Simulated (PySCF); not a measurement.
## Electronic structure of C$_{4}$H$_{14}$Si$_{3}$ (SMILES [SiH3]C([SiH3])([SiH3])C1CC1) in real space

```yaml
atoms:
  - { symbol: Si, position_ang: [1.0103, -0.5912, -1.8800] }
  - { symbol: C, position_ang: [0.5228, 0.1890, -0.2214] }
  - { symbol: Si, position_ang: [1.7296, 1.5900, 0.2015] }
  - { symbol: Si, position_ang: [0.6840, -1.1417, 1.1186] }
  - { symbol: C, position_ang: [-0.8631, 0.8151, -0.3999] }
  - { symbol: C, position_ang: [-2.1455, 0.0333, -0.3132] }
  - { symbol: C, position_ang: [-1.8200, 1.0560, 0.7350] }
  - { symbol: H, position_ang: [2.4195, -1.0902, -1.8510] }
  - { symbol: H, position_ang: [0.8832, 0.4343, -2.9625] }
  - { symbol: H, position_ang: [0.1002, -1.7353, -2.1962] }
  - { symbol: H, position_ang: [1.6747, 2.6307, -0.8725] }
  - { symbol: H, position_ang: [1.3450, 2.2239, 1.5003] }
  - { symbol: H, position_ang: [3.1315, 1.0807, 0.3081] }
  - { symbol: H, position_ang: [2.0865, -1.6543, 1.0997] }
  - { symbol: H, position_ang: [-0.2380, -2.2938, 0.8729] }
  - { symbol: H, position_ang: [0.4034, -0.5964, 2.4833] }
  - { symbol: H, position_ang: [-0.8754, 1.6014, -1.1663] }
  - { symbol: H, position_ang: [-2.0860, -1.0213, -0.0302] }
  - { symbol: H, position_ang: [-2.9313, 0.2536, -1.0400] }
  - { symbol: H, position_ang: [-2.3782, 1.9957, 0.7458] }
  - { symbol: H, position_ang: [-1.5413, 0.6959, 1.7292] }
```

Geometry: PBE0-D3(BJ)/def2-SVP.

All numbers below come from PySCF, PBE0/pcSseg-1, SCF density, gas phase, non-relativistic.

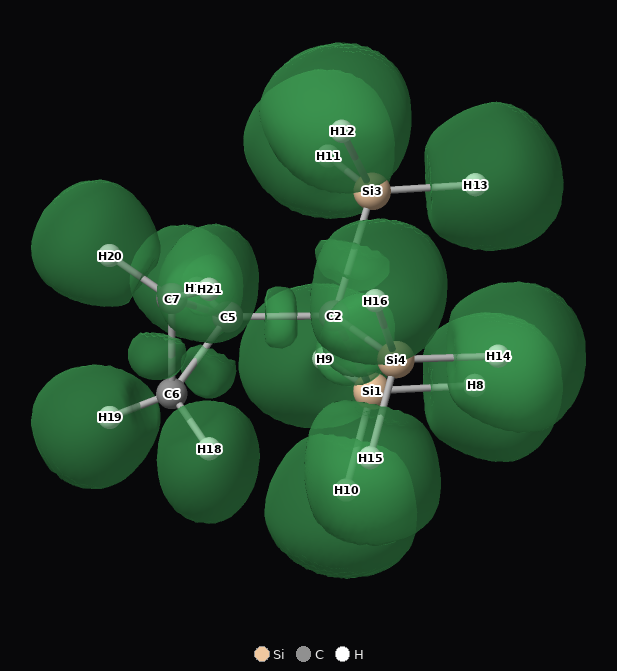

Figure 1. Isosurface of the electron localisation function at 0.8 (green), seen at a tilt. Core shells and regions of very low density are left out.

**Identify the bonds, lone pairs and shells in this picture.**

The surface consists of four regions between bonded C–C atoms (shared pairs), three regions between bonded C–Si atoms (shared pairs) and 14 regions around hydrogen nuclei.


C–C (1.50 Å): the ELF peaks at about 0.90 between the atoms (localised, covalent bonding). C–Si (1.90 Å): the ELF peaks at about 0.95 between the atoms, as expected for a covalent bond.

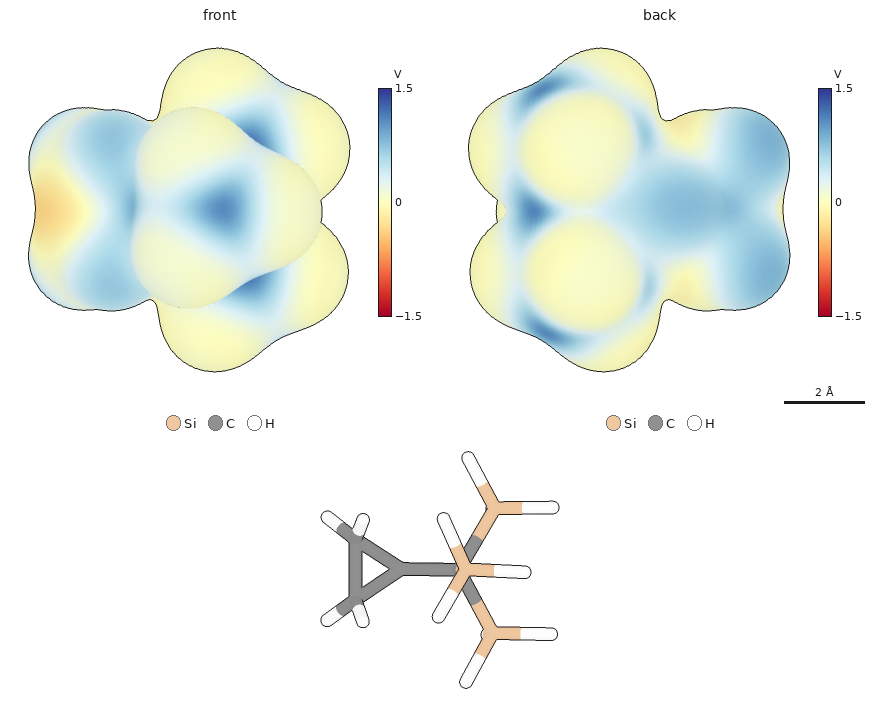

Figure 2. The electrostatic potential painted on the density surface at 0.002 e/bohr³, seen from the front and from behind; red is negative and blue positive. The bare structure is drawn below in the same view.

**Describe the electrostatic potential map.**

The most negative region (about −0.3 V) lies over C6 and C7, the most positive (about +1.0 V) over Si1, Si3 and Si4.

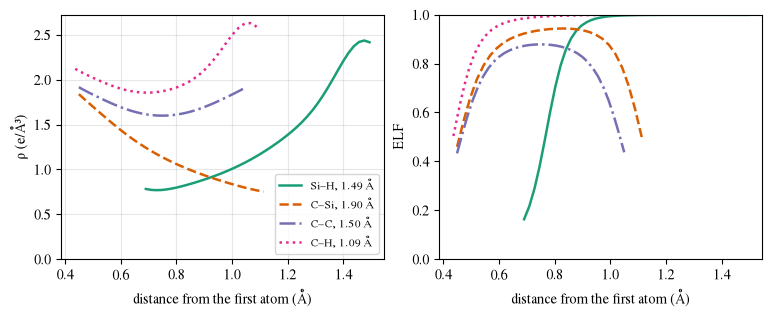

Figure 3. Total electron density and ELF along straight lines between neighbouring atoms. The curves leave out the atomic cores.

**Compare the contacts.**

Si–H (1.49 Å): the density is about 0.77 e/Å³ at the midpoint; the ELF climbs to about 1 towards the hydrogen, as it does in any bond to H.
C–Si (1.90 Å): the density is about 0.89 e/Å³ at the midpoint; the ELF peaks at about 0.95 between the atoms; localised, covalent bonding.
C–C (1.50 Å): the density is about 1.6 e/Å³ at the midpoint; the ELF peaks at about 0.90 between the atoms: a shared electron pair.
C–H (1.09 Å): ρ at the midpoint is about 2 e/Å³; the ELF climbs to about 1 towards the hydrogen; a covalent bond by its length.
